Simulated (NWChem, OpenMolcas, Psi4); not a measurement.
**How basis sets differ on CHClGeNO (SMILES O=C=[N][GeH][Cl])**

The species is CHClGeNO (6 atoms), meant as a doublet with charge 0. As SMILES, `O=C=[N][GeH][Cl]`. Geometry: relaxed at PBE0-D4/def2-TZVP. This is one conformer, not always the lowest.

```xyz
6

O     0.0241   -1.6171   -2.2451
C    -0.2429   -1.0200   -1.2847
N    -0.5752   -0.4543   -0.2730
Ge   -0.1533    1.0673    0.6511
Cl    1.9469    0.9762    1.1328
H    -0.9577    0.9839    1.9727
```

Quantity: the dipole moment, in D. The values are calculated.

```csv
level,kind,program,value (D),CPU time
ROHF/ANO-RCC-MB (DKH2),Hartree–Fock,OpenMolcas,4.07,13 s
ROHF/ANO-S-MB,Hartree–Fock,OpenMolcas,3.81,7.3 s
UHF/STO-3G,Hartree–Fock,NWChem,3.28,13 s
UHF/3-21G,Hartree–Fock,OpenMolcas,3.55,9.5 s
UHF/def2-SVP,Hartree–Fock,OpenMolcas,2.80,19 s
UHF/def2-SVP (density fitting),Hartree–Fock,Psi4,2.80,3.8 s
```

All-electron rows without a relativistic Hamiltonian named are non-relativistic. The values span 2.80 to 4.07 D. Magnitudes only. Sets without polarisation functions give poor dipoles. CPU times are rough (shared hosts, several kinds of processor and program).

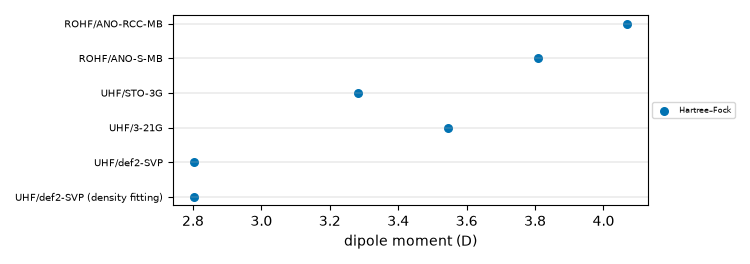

The values of the table, level by level.
